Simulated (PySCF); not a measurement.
# Si2H3F3 (SMILES F[Si](F)(F)[SiH3]): levels of theory compared

Wanted: a comparison of 6 runs (HF/STO-3G, HF/def2-SVP, B3LYP/6-31G*, TPSSh/pcseg-1, TPSS/6-311+G**, BP86/def2-TZVP) of Si2H3F3. 

Program for the calculation: PySCF 2.14.0.

## 1. Starting point

The species is Si2H3F3 (8 atoms), meant as a singlet with charge 0. SMILES: `F[Si](F)(F)[SiH3]`. The shape is that of a PBE0-D4/def2-TZVP optimisation.

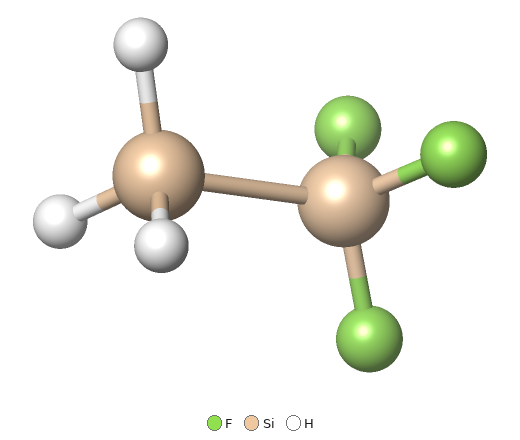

The structure, seen from a chosen angle (fluorine green, silicon light orange, hydrogen white).

## 2. Energy and forces at HF/STO-3G (run 1)

calc.py reads:

```python
# F[Si](F)(F)[SiH3]
from pyscf import gto, scf

mol = gto.M(
    atom='''
F        1.310500      -1.060500       1.504800
Si       0.534400      -0.990500       0.128500
F       -0.479300      -2.204500       0.107900
F        1.595600      -1.255900      -1.013900
Si      -0.550700       1.050400      -0.152600
H       -1.525600       1.227900       0.951900
H        0.460600       2.135800      -0.122800
H       -1.253300       1.040400      -1.459500
''',
    max_memory=1860,
    verbose=3,
    charge=0,
    basis='sto-3g',
    spin=0,
)

hf = scf.RHF(mol)
hf.conv_tol = 1e-10
hf.kernel()
if not hf.converged:
    hf = hf.newton().run(hf.mo_coeff, hf.mo_occ)

etot = hf.e_tot
print('E(%s) = %.9f' % ('HF', etot))
grad = hf.nuc_grad_method().kernel()
hf.analyze()
```

On the command line:

```bash
$ OMP_NUM_THREADS=1 python calc.py
```

What it wrote:

```text
converged SCF energy = -867.13919130891
[... 15 lines left out ...]
MO #6   energy= -6.06266881539783  occ= 2
[... 5 lines left out ...]
MO #12  energy= -3.98351521691164  occ= 2
[... 5 lines left out ...]
MO #18  energy= -0.626773807031544 occ= 2
[... 5 lines left out ...]
MO #24  energy= -0.436441589143761 occ= 2
[... 5 lines left out ...]
MO #30  energy= 0.378013876954243  occ= 0
[... 5 lines left out ...]
MO #36  energy= 0.620367749434015  occ= 0
[... 9 lines left out ...]
Dipole moment(X, Y, Z, Debye): -0.74315,  1.39852, -0.19236
```

It took 5.7 s on 1 thread of Intel Xeon at 2.50GHz (Skylake/Cascade Lake), shared host; peak memory 0.12 GiB.

## 3. Energy and forces at HF/def2-SVP (run 2)

input.xyz reads:

```xyz
8

F      1.310500    -1.060500     1.504800
Si     0.534400    -0.990500     0.128500
F     -0.479300    -2.204500     0.107900
F      1.595600    -1.255900    -1.013900
Si    -0.550700     1.050400    -0.152600
H     -1.525600     1.227900     0.951900
H      0.460600     2.135800    -0.122800
H     -1.253300     1.040400    -1.459500
```

input.py reads:

```python
import pyscf.grad
from pyscf import gto

mol = gto.M(
    atom='input.xyz',
    max_memory=1860,
    verbose=3,
    basis='def2-svp',
)

mf = mol.RHF()
mf.conv_tol = 1e-10
mf.kernel()
if not mf.converged:
    mf = mf.newton().run(mf.mo_coeff, mf.mo_occ)

etot = mf.e_tot
print('Final energy', etot)
grad = mf.Gradients().kernel()
mf.analyze()
```

On the command line:

```bash
$ OMP_NUM_THREADS=1 python input.py
```

What it wrote:

```text
converged SCF energy = -877.686636922121
[... 22 lines left out ...]
MO #13  energy= -4.26218739898718  occ= 2
[... 15 lines left out ...]
MO #29  energy= -0.462906228085325 occ= 2
[... 15 lines left out ...]
MO #45  energy= 0.61376674858136   occ= 0
[... 15 lines left out ...]
MO #61  energy= 1.51635485610218   occ= 0
[... 15 lines left out ...]
MO #77  energy= 2.46174115861183   occ= 0
[... 15 lines left out ...]
MO #93  energy= 4.01202823091707   occ= 0
[... 9 lines left out ...]
Dipole moment(X, Y, Z, Debye): -1.06277,  2.00010, -0.27505
```

Wall time 18 s (1 thread of Intel Xeon at 2.50GHz (Skylake/Cascade Lake), shared host); peak memory 0.19 GiB.

Runs 3 to 5 aren't shown in full; the table further down has their settings and results.

## 4. Energy and gradient at BP86/def2-TZVP (run 6)

calc.py reads:

```python
# F[Si](F)(F)[SiH3]
from pyscf import gto, dft

molecule = gto.Mole()
molecule.atom = '''
F    1.310500  -1.060500   1.504800
Si   0.534400  -0.990500   0.128500
F   -0.479300  -2.204500   0.107900
F    1.595600  -1.255900  -1.013900
Si  -0.550700   1.050400  -0.152600
H   -1.525600   1.227900   0.951900
H    0.460600   2.135800  -0.122800
H   -1.253300   1.040400  -1.459500
'''
molecule.basis = 'def2-tzvp'
molecule.spin = 0
molecule.verbose = 4
molecule.max_memory = 1860
molecule.build()

mf = dft.RKS(molecule)
mf.xc = 'bp86'
mf.grids.level = 5
mf.conv_tol = 1e-10
mf.kernel()
if not mf.converged:
    mf = mf.newton().run(mf.mo_coeff, mf.mo_occ)

e_tot = mf.e_tot
print('E(%s) = %.9f' % ('BP86', e_tot))
grad = mf.nuc_grad_method().kernel()
mf.analyze()
```

On the command line:

```bash
$ OMP_NUM_THREADS=1 python calc.py
```

What it wrote:

```text
PySCF version 2.14.0

[... 121 lines left out ...]
MO #20  energy= -0.463249929803027 occ= 2
[... 32 lines left out ...]
MO #53  energy= 0.412660217965908  occ= 0
[... 32 lines left out ...]
MO #86  energy= 1.09843986396315   occ= 0
[... 32 lines left out ...]
MO #119 energy= 2.45034034688199   occ= 0
[... 32 lines left out ...]
MO #152 energy= 6.69945611191871   occ= 0
[... 32 lines left out ...]
MO #185 energy= 56.4375828882916   occ= 0
[... 196 lines left out ...]
Dipole moment(X, Y, Z, Debye): -0.89358,  1.68172, -0.23126
```

It took 3.4 min on 1 thread of Intel Xeon at 2.50GHz (Skylake/Cascade Lake), shared host; peak memory 2.6 GiB.

## 5. Overview of the runs

| run | level | integration grid | energy (Eh) | dipole moment (D) | HOMO energy (eV) | LUMO energy (eV) | wall time |
| --- | --- | --- | --- | --- | --- | --- | --- |
| 1 | HF/STO-3G | – | -867.139191 | 1.60 | -8.60 | 10.29 | 5.7 s |
| 2 | HF/def2-SVP | – | -877.686637 | 2.28 | -12.60 | 3.31 | 18 s |
| 3 | B3LYP/6-31G* (spherical functions) | 5 | -880.493760 | 1.93 | -8.99 | 0.02 | 89 s |
| 4 | TPSSh/pcseg-1 | 5 | -880.435859 | 2.23 | -8.88 | -0.47 | 2.4 min |
| 5 | TPSS/6-311+G** | 5 | -880.673223 | 2.25 | -8.38 | -0.99 | 2.9 min |
| 6 | BP86/def2-TZVP | 5 | -880.720978 | 1.92 | -8.16 | -1.20 | 3.4 min |

## 6. Results

| quantity | value |
| --- | --- |
| run 6: total energy | -880.72098 Eh |
| run 6: dipole moment | 1.92 D |
| run 6: HOMO energy | -8.16 eV |
| run 6: LUMO energy | -1.20 eV |
| run 6: HOMO–LUMO gap | 6.96 eV |
| run 6: largest force on an atom | 0.743 eV/Å |

**Reading.** The dipole moment (its size) runs from 1.60 D (HF/STO-3G) to 2.28 D (HF/def2-SVP). The HOMO–LUMO gap runs from 6.96 eV (BP86/def2-TZVP) to 18.88 eV (HF/STO-3G). The two ends differ in method and basis. Totals of different functionals can't be ranked against each other. In run 1 the basis is minimal, so the values are rough. All runs together took 11 min, the longest 3.4 min.
